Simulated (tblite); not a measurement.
Run report: C2H11NOSi3, geometry relaxation (part 4 of 4)

C2H11NOSi3; GFN2-xTB geometry optimisation, gas phase (tblite 0.8.0). It belongs to a series of runs on one base structure; here: ring closed by a new N-C bond.

Geometry of the input (Å):
```
C  2.4760  0.6080  -0.5379
Si 1.6255  -0.8189  0.3060
Si -0.5444  -0.7709  -0.0561
O  -1.3639  -2.2468  -0.1119
C  -1.1334  0.3651  -1.4003
N  -2.3168  0.9706  -0.8489
Si -1.6146  0.9668  0.7935
H  1.9134  1.5465  -0.3153
H  2.4945  0.4006  -1.6355
H  3.5231  0.6835  -0.2167
H  2.1215  -2.0669  -0.3149
H  1.9558  -0.8747  1.7388
H  -0.8626  -2.8430  -0.7220
H  -1.4065  -0.2291  -2.3086
H  -0.3387  1.1069  -1.6645
H  -3.1851  0.3978  -0.9338
H  -2.5953  0.6875  1.8421
H  -0.7573  2.1235  1.1094
```

Trajectory as extended XYZ, continued
```
18
Properties=species:S:1:pos:R:3:forces:R:3 step=177 energy=-600.89864
C     2.6846    0.7506   -0.3411   -0.0010  -0.0090  -0.0010
Si    1.8830   -0.9373    0.0094   -0.0040  -0.0070  -0.0030
Si   -0.4198   -0.7431    0.0391    0.0260   0.0020  -0.0110
O    -0.8179   -2.3210    0.2733   -0.0170  -0.0100   0.0030
C    -1.2660   -0.0128   -1.5573    0.0110  -0.0130   0.0100
N    -2.0898    0.9756   -0.8801   -0.0080   0.0080   0.0020
Si   -1.9035    0.8849    0.8247    0.0020   0.0000  -0.0080
H     2.4498    1.4691    0.4384   -0.0110   0.0000  -0.0130
H     2.3455    1.1663   -1.2854   -0.0020   0.0050   0.0110
H     3.7650    0.6654   -0.3919    0.0070   0.0070   0.0060
H     2.4381   -1.8867   -0.9730   -0.0070   0.0080   0.0070
H     2.3824   -1.3968    1.3159    0.0030  -0.0010  -0.0070
H    -1.7112   -2.6465    0.1879    0.0050   0.0040   0.0020
H    -1.8784   -0.7253   -2.1244   -0.0010   0.0020  -0.0030
H    -0.5900    0.4644   -2.2752    0.0030  -0.0040  -0.0060
H    -2.6685    1.5729   -1.4464   -0.0010   0.0050  -0.0010
H    -3.1761    0.5708    1.5077   -0.0090   0.0000   0.0080
H    -1.4359    2.1556    1.4019    0.0040   0.0010   0.0040
18
Properties=species:S:1:pos:R:3:forces:R:3 step=182 energy=-600.89880
C     2.6852    0.7527   -0.3305    0.0000   0.0030  -0.0010
Si    1.8835   -0.9381    0.0045    0.0080  -0.0010  -0.0050
Si   -0.4177   -0.7423    0.0386   -0.0060  -0.0020   0.0020
O    -0.8190   -2.3184    0.2817   -0.0040   0.0010   0.0000
C    -1.2673   -0.0193   -1.5587   -0.0060   0.0050  -0.0050
N    -2.0941    0.9695   -0.8842    0.0040  -0.0010  -0.0010
Si   -1.9006    0.8895    0.8204    0.0040   0.0030  -0.0010
H     2.4554    1.4645    0.4567   -0.0070  -0.0060   0.0000
H     2.3384    1.1791   -1.2670    0.0050   0.0020  -0.0020
H     3.7656    0.6687   -0.3900   -0.0070   0.0060   0.0060
H     2.4341   -1.8738   -0.9924   -0.0020  -0.0030  -0.0010
H     2.3865   -1.4159    1.3025    0.0050   0.0010  -0.0010
H    -1.7127   -2.6424    0.1965   -0.0020   0.0020   0.0020
H    -1.8792   -0.7333   -2.1248    0.0030  -0.0020   0.0040
H    -0.5924    0.4569   -2.2787    0.0000  -0.0020   0.0020
H    -2.6736    1.5649   -1.4519    0.0040   0.0000  -0.0010
H    -3.1715    0.5810    1.5102   -0.0020   0.0010   0.0020
H    -1.4295    2.1630    1.3905    0.0020  -0.0060  -0.0020
18
Properties=species:S:1:pos:R:3:forces:R:3 step=187 energy=-600.89911
C     2.6839    0.7622   -0.2924   -0.0060   0.0030   0.0020
Si    1.8869   -0.9431   -0.0233   -0.0130   0.0140  -0.0030
Si   -0.4150   -0.7413    0.0323    0.0030  -0.0020   0.0070
O    -0.8174   -2.3125    0.3068   -0.0030   0.0130  -0.0070
C    -1.2803   -0.0399   -1.5669    0.0140  -0.0210   0.0110
N    -2.0970    0.9613   -0.8994    0.0070  -0.0040  -0.0070
Si   -1.8863    0.9073    0.8041    0.0090  -0.0120  -0.0030
H     2.4663    1.4354    0.5309   -0.0060   0.0000   0.0170
H     2.3226    1.2353   -1.2004    0.0000  -0.0120  -0.0140
H     3.7630    0.6828   -0.3728    0.0030   0.0010   0.0070
H     2.4325   -1.8369   -1.0607   -0.0020  -0.0040  -0.0020
H     2.3952   -1.4739    1.2520    0.0080   0.0060  -0.0080
H    -1.7130   -2.6352    0.2386   -0.0010   0.0020   0.0010
H    -1.8980   -0.7639   -2.1127   -0.0150  -0.0030  -0.0050
H    -0.6116    0.4202   -2.3029   -0.0020   0.0110   0.0050
H    -2.6846    1.5461   -1.4695    0.0030   0.0050  -0.0050
H    -3.1518    0.6158    1.5109   -0.0020   0.0000   0.0040
H    -1.4040    2.1868    1.3491    0.0040   0.0040   0.0020
18
Properties=species:S:1:pos:R:3:forces:R:3 step=191 energy=-600.89949
C     2.6801    0.7697   -0.2649    0.0050  -0.0110   0.0070
Si    1.8885   -0.9442   -0.0457   -0.0160  -0.0070  -0.0040
Si   -0.4121   -0.7401    0.0330   -0.0130  -0.0080  -0.0010
O    -0.8212   -2.3059    0.3261    0.0150  -0.0010   0.0020
C    -1.2860   -0.0588   -1.5697    0.0090  -0.0060  -0.0040
N    -2.0982    0.9520   -0.9109    0.0000  -0.0060   0.0060
Si   -1.8765    0.9195    0.7913    0.0140   0.0040   0.0210
H     2.4643    1.4125    0.5825   -0.0070   0.0190   0.0110
H     2.3132    1.2696   -1.1556   -0.0060   0.0040  -0.0170
H     3.7591    0.6965   -0.3525    0.0050  -0.0010   0.0050
H     2.4239   -1.8063   -1.1153   -0.0020   0.0010   0.0000
H     2.4101   -1.5124    1.2072    0.0070  -0.0010  -0.0010
H    -1.7179   -2.6267    0.2670   -0.0060   0.0060  -0.0010
H    -1.9075   -0.7891   -2.1033   -0.0050   0.0080  -0.0030
H    -0.6213    0.3938   -2.3137    0.0000  -0.0010  -0.0060
H    -2.6870    1.5319   -1.4849    0.0030   0.0020  -0.0080
H    -3.1369    0.6421    1.5124   -0.0040  -0.0020  -0.0010
H    -1.3835    2.2022    1.3207    0.0000   0.0000  -0.0060
18
Properties=species:S:1:pos:R:3:forces:R:3 step=196 energy=-600.89981
C     2.6754    0.7777   -0.2323   -0.0010   0.0030  -0.0010
Si    1.8873   -0.9441   -0.0691   -0.0040  -0.0030   0.0090
Si   -0.4132   -0.7453    0.0295    0.0030   0.0020  -0.0010
O    -0.8208   -2.3065    0.3469   -0.0030   0.0020  -0.0010
C    -1.2966   -0.0801   -1.5748    0.0030  -0.0020   0.0050
N    -2.0913    0.9488   -0.9223    0.0000  -0.0010  -0.0060
Si   -1.8623    0.9310    0.7798   -0.0050  -0.0080  -0.0050
H     2.4593    1.3920    0.6364   -0.0030   0.0130  -0.0020
H     2.3062    1.3055   -1.1062   -0.0060   0.0040  -0.0060
H     3.7544    0.7101   -0.3247    0.0010  -0.0030   0.0090
H     2.4140   -1.7654   -1.1738    0.0030  -0.0070  -0.0070
H     2.4274   -1.5515    1.1574   -0.0040  -0.0060  -0.0030
H    -1.7207   -2.6212    0.3027    0.0030  -0.0040   0.0000
H    -1.9320   -0.8107   -2.0914   -0.0030   0.0000   0.0010
H    -0.6363    0.3548   -2.3332    0.0030  -0.0010   0.0010
H    -2.6767    1.5272   -1.5017    0.0000   0.0000   0.0120
H    -3.1197    0.6654    1.5129    0.0090   0.0010  -0.0090
H    -1.3630    2.2187    1.2875    0.0050   0.0090   0.0050
18
Properties=species:S:1:pos:R:3:forces:R:3 step=201 energy=-600.89996
C     2.6703    0.7816   -0.2163    0.0030  -0.0050   0.0030
Si    1.8867   -0.9449   -0.0791    0.0060  -0.0010  -0.0060
Si   -0.4123   -0.7468    0.0265    0.0040   0.0060  -0.0020
O    -0.8187   -2.3056    0.3537    0.0000  -0.0080   0.0040
C    -1.3010   -0.0892   -1.5777   -0.0050   0.0020   0.0000
N    -2.0884    0.9468   -0.9277    0.0030   0.0040   0.0030
Si   -1.8521    0.9377    0.7731    0.0050   0.0100   0.0020
H     2.4532    1.3846    0.6599   -0.0090   0.0070   0.0060
H     2.3001    1.3206   -1.0828   -0.0010   0.0020  -0.0110
H     3.7496    0.7167   -0.3080    0.0020   0.0010   0.0000
H     2.4095   -1.7480   -1.2000    0.0020   0.0020   0.0020
H     2.4317   -1.5734    1.1340   -0.0010  -0.0060   0.0030
H    -1.7186   -2.6212    0.3189   -0.0040  -0.0040  -0.0020
H    -1.9431   -0.8201   -2.0857    0.0040  -0.0030  -0.0030
H    -0.6425    0.3380   -2.3422   -0.0030  -0.0030   0.0020
H    -2.6774    1.5227   -1.5054   -0.0010   0.0010  -0.0040
H    -3.1067    0.6780    1.5108   -0.0060   0.0000   0.0040
H    -1.3492    2.2288    1.2714    0.0010  -0.0060   0.0000
18
Properties=species:S:1:pos:R:3:forces:R:3 step=206 energy=-600.90012
C     2.6646    0.7847   -0.2056    0.0020   0.0010  -0.0030
Si    1.8886   -0.9461   -0.0880   -0.0130  -0.0010   0.0060
Si   -0.4109   -0.7504    0.0242   -0.0090  -0.0060   0.0070
O    -0.8188   -2.3087    0.3564    0.0110   0.0090   0.0040
C    -1.3065   -0.0966   -1.5772    0.0080  -0.0060  -0.0030
N    -2.0756    0.9543   -0.9302   -0.0040  -0.0010  -0.0030
Si   -1.8429    0.9426    0.7711   -0.0140  -0.0110   0.0000
H     2.4322    1.3820    0.6708   -0.0040   0.0060   0.0040
H     2.3024    1.3257   -1.0743    0.0010   0.0030  -0.0080
H     3.7451    0.7257   -0.2838    0.0040   0.0050   0.0000
H     2.4107   -1.7346   -1.2186    0.0070  -0.0030  -0.0070
H     2.4389   -1.5857    1.1167   -0.0030  -0.0090   0.0050
H    -1.7187   -2.6242    0.3225   -0.0080  -0.0030  -0.0020
H    -1.9588   -0.8266   -2.0736   -0.0070  -0.0010   0.0030
H    -0.6507    0.3161   -2.3514    0.0060   0.0060  -0.0080
H    -2.6706    1.5253   -1.5066    0.0010   0.0020  -0.0050
H    -3.1011    0.6891    1.5080    0.0160   0.0030   0.0000
H    -1.3366    2.2336    1.2632    0.0050   0.0050   0.0090
18
Properties=species:S:1:pos:R:3:forces:R:3 step=211 energy=-600.90049
C     2.6594    0.7840   -0.2285    0.0000  -0.0050   0.0050
Si    1.8863   -0.9460   -0.0752    0.0040  -0.0030  -0.0050
Si   -0.4134   -0.7552    0.0290    0.0000   0.0040   0.0050
O    -0.8212   -2.3155    0.3494   -0.0230  -0.0090  -0.0080
C    -1.2984   -0.0869   -1.5722   -0.0080   0.0140   0.0080
N    -2.0669    0.9623   -0.9204    0.0000   0.0000   0.0010
Si   -1.8461    0.9334    0.7825   -0.0010   0.0030  -0.0050
H     2.3974    1.4106    0.6190    0.0020   0.0000  -0.0040
H     2.3209    1.2917   -1.1266    0.0000   0.0020  -0.0010
H     3.7423    0.7287   -0.2729   -0.0070   0.0030   0.0030
H     2.4186   -1.7550   -1.1871    0.0000  -0.0010  -0.0040
H     2.4279   -1.5669    1.1432    0.0040   0.0030   0.0090
H    -1.7190   -2.6353    0.2920    0.0190   0.0060   0.0050
H    -1.9530   -0.8105   -2.0749    0.0010  -0.0010  -0.0080
H    -0.6386    0.3304   -2.3406    0.0010  -0.0070  -0.0050
H    -2.6563    1.5411   -1.4949    0.0050  -0.0030  -0.0040
H    -3.1102    0.6789    1.5064    0.0000  -0.0030   0.0090
H    -1.3384    2.2166    1.2953    0.0030  -0.0020  -0.0010
18
Properties=species:S:1:pos:R:3:forces:R:3 step=216 energy=-600.90069
C     2.6517    0.7819   -0.2431   -0.0020  -0.0020  -0.0010
Si    1.8866   -0.9493   -0.0656    0.0000   0.0020  -0.0090
Si   -0.4140   -0.7597    0.0268   -0.0030  -0.0020   0.0040
O    -0.8247   -2.3220    0.3333    0.0040  -0.0020   0.0010
C    -1.2941   -0.0772   -1.5713    0.0040  -0.0080  -0.0030
N    -2.0541    0.9749   -0.9152   -0.0020   0.0060   0.0050
Si   -1.8454    0.9260    0.7889    0.0000   0.0020  -0.0030
H     2.3669    1.4264    0.5832    0.0020   0.0020  -0.0020
H     2.3305    1.2662   -1.1604   -0.0030   0.0000   0.0020
H     3.7354    0.7330   -0.2625    0.0030   0.0020   0.0030
H     2.4271   -1.7731   -1.1624    0.0000  -0.0020   0.0000
H     2.4273   -1.5450    1.1660   -0.0010  -0.0010   0.0050
H    -1.7235   -2.6393    0.2860   -0.0020   0.0020  -0.0020
H    -1.9535   -0.7943   -2.0770   -0.0030  -0.0040  -0.0020
H    -0.6322    0.3373   -2.3393    0.0050   0.0040  -0.0020
H    -2.6409    1.5574   -1.4885   -0.0020   0.0030   0.0020
H    -3.1101    0.6586    1.5082    0.0010   0.0020   0.0030
H    -1.3418    2.2046    1.3166   -0.0010  -0.0050  -0.0040
```

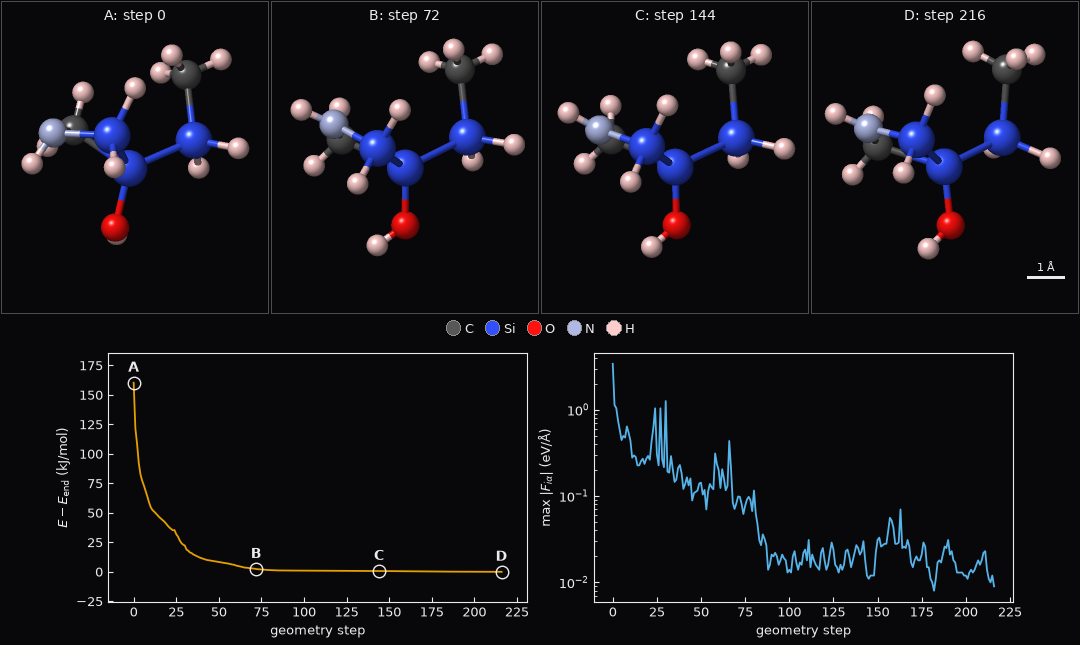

**Figure 1.** Frames of the relaxation (ball-and-stick view, seen at a tilt) above the curves, on which the letters mark them (steps are counted from 0).

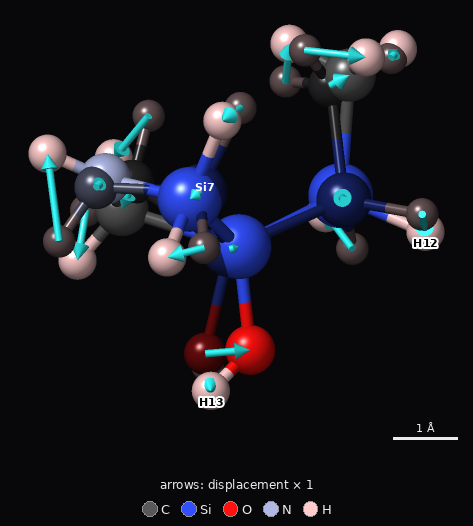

**Figure 2.** Start (faint) and end (solid) with the displacements as teal arrows, at true length (ball-and-stick view, seen at a tilt). The two geometries are laid on each other by the best rigid fit. The atom that moves furthest after the best rigid fit is H16 (1.40 Å). Largest moves by element: H 1.40 Å, O 0.71 Å, C 0.50 Å, Si 0.48 Å, N 0.27 Å. Distances before and after: Si3–Si7 2.211 → 2.339 Å, Si2–Si3 2.200 → 2.310 Å, Si3–C5 1.856 → 1.948 Å, N6–Si7 1.786 → 1.718 Å. Among the angles that change: C5–N6–Si7 91.6° → 111.3°, Si2–Si3–O4 117.7° → 100.3°, Si2–Si3–Si7 115.6° → 133.0°. Over 216 geometry steps the energy falls by 160.4 kJ/mol. The largest force component goes from 3.4 to 0.009 eV/Å. (Atoms are counted from 1 in the order of the input.)

Summary

```json
{"quantity": "outcome", "value": "converged"}
{"quantity": "total energy", "value": "−600.9007 eV"}
{"quantity": "hardware", "value": "1 CPU thread, shared host"}
{"quantity": "wall time", "value": "3.2 s"}
{"quantity": "peak memory", "value": "0.18 GiB"}
```
